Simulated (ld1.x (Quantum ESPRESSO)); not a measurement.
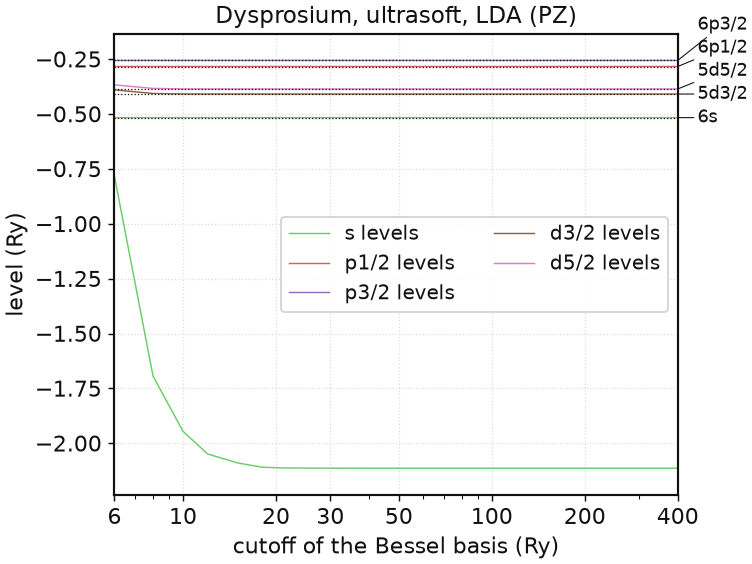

The pseudo-atom Hamiltonian at the reference potential is diagonalised in spherical Bessel functions (20 bohr box) up to the cutoff. Curves: the lowest levels of each channel that holds a bound state. Dotted lines: the all-electron valence levels.

Input of ld1.x (Quantum ESPRESSO) 7.5:

```
 &input
   title='Dy', zed=66., rel=2, dft='PZ', iswitch=3,
   config='[Xe] 4f9 5d1 6s1.5 6p0', rel_dist='average',
   nld=5, rlderiv=4.75, eminld=-3.0, emaxld=5.0, deld=0.02
 /
 &inputp
   pseudotype=3, tm=.true., lloc=-1, rcloc=2.40,
   nlcc=.false.,
   which_augfun='PSQ', rmatch_augfun=2.40,
   file_pseudopw='Dy.UPF', file_wfcaegen='ae.wfc', file_wfcncgen='nc.wfc', file_beta='beta', file_chi='chi', file_wfcusgen='us.wfc'
 /
6
6S  1  0   1.50   0.00  2.80  3.40  0.0
6S  1  0   0.00   2.90  2.80  3.40  0.0
6P  2  1   0.00   0.00  3.80  4.40  0.0
6P  2  1   0.00   0.05  3.80  4.40  0.0
5D  3  2   1.00   0.00  2.95  3.15  0.0
5D  3  2   0.00   0.55  2.95  3.15  0.0
 &test
   configts(1)='5d1 6s1.5 6p0'
 /
```

Run as:
```bash
ld1.x < Dy.in > Dy.out
```

Functional and relativity: LDA (PZ), fully relativistic.

> Does every curve settle on an all-electron level?

Ghost state below the valence levels: s at -28.8 eV. A ghost is a curve that settles on no dotted line: a bound state with no counterpart among the valence levels. In Ry: s -2.11.

> Read the all-electron valence levels.

6s: -0.52 Ry; 6p1/2: -0.28 Ry; 6p3/2: -0.26 Ry; 5d3/2: -0.41 Ry; 5d5/2: -0.39 Ry.

> Does the ghost need a high cutoff to show?

The lowest s curve lies clearly below the lowest valence level of its channel already at the lowest cutoff, 6 Ry, and ends at -2.11 Ry.
